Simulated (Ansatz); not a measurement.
## A computed series for SiO2: pressure series

Start from SiO2 in the rutile structure (space group P4_2/mnm, No. 136; a = 4.155 Å, c = 2.661 Å).

Cell and atoms are relaxed at each pressure.

All numbers come from LDA, PAW, 420 eV (Ansatz, an electronic-structure program; without spin-orbit coupling).

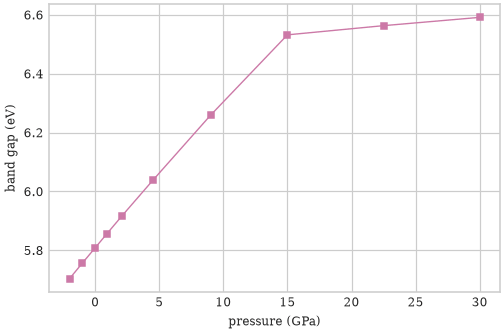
Figure. Band gap against pressure

```
pressure (GPa)  band gap
--------------  --------
-2               5.70 eV
-1               5.76 eV
0.9              5.86 eV
2.1              5.92 eV
4.5              6.04 eV
9                6.26 eV
15               6.53 eV
22.5             6.56 eV
30               6.59 eV
```

Load acts through the strain it causes; cell and atoms are relaxed under it. No phonon test of stability was made. Competing high-pressure phases were not computed.
